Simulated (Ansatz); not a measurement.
## How methods differ on SiH2O2 (SMILES O[Si]O)

SiH2O2: 5 atoms, total charge 0, spin state singlet. SMILES: `O[Si]O`. The shape is that of a PBE0-D4/def2-TZVP optimisation. This is one conformer, not always the lowest.

```
atom    x (Å)    y (Å)    z (Å)
   O  -1.4432  -0.1056  -0.2750
  Si  -0.2120  -0.7913   0.5677
   O   1.0360   0.1875   0.0686
   H  -1.2319   0.6489  -0.8361
   H   1.9011  -0.0131   0.4334
```

Quantity: the energy change with the Si2–O3 bond stretched from 1.663 to 2.078 Å, in eV. The values are calculated.

| level | kind | program | value (eV) | less FCI/STO-3G | CPU time (all runs) |
| --- | --- | --- | --- | --- | --- |
| HF/STO-3G (restricted) | Hartree–Fock | Ansatz | 1.98 | +0.54 | 0.2 s |
| PBE/STO-3G (restricted) | GGA | Ansatz | 1.15 | -0.29 | 2.7 s |
| r2SCAN/STO-3G (restricted) | meta-GGA | Ansatz | 1.33 | -0.11 | 5.5 s |
| BHLYP/STO-3G (restricted) | global hybrid | Ansatz | 1.70 | +0.26 | 2.1 s |
| CAM-B3LYP/STO-3G (restricted) | range-separated hybrid | Ansatz | 1.58 | +0.14 | 2.4 s |
| wB97M-V/STO-3G (restricted) | range-separated hybrid | Ansatz | 1.59 | +0.15 | 36 s |
| B2PLYP/STO-3G (restricted) | double hybrid | Ansatz | 1.50 | +0.06 | 3.2 s |
| MP2/STO-3G (restricted) | perturbation theory | Ansatz | 1.68 | +0.24 | 0.33 s |
| CCSD(T)/STO-3G (restricted) | coupled cluster or CI | Ansatz | 1.48 | +0.04 | 0.49 s |
| FCI/STO-3G | exact in the basis | Ansatz | 1.44 | 0.00 | 44 s |

FCI/STO-3G is exact within its basis and frozen core, so for wave-function methods in that basis the difference is their error; functionals converge differently with the basis, so for them it is only a difference. The first shape isn't each level's own minimum. The values span 1.15 to 1.98 eV. All rows use very small basis sets, so none should be taken for the real molecule's value. Times are those of the runs behind each value, whatever else they computed, on shared processors of several kinds: orders of magnitude only.

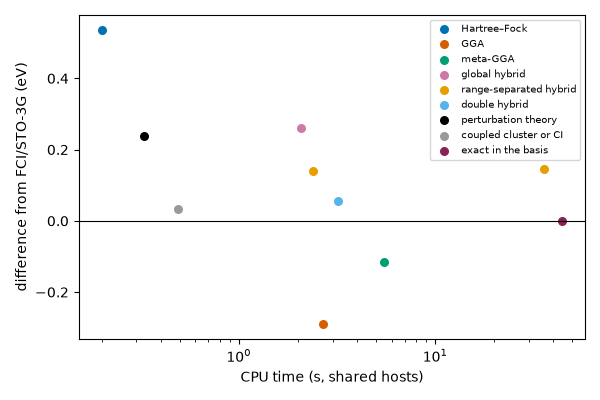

Difference from FCI/STO-3G against processor time, one point a level.
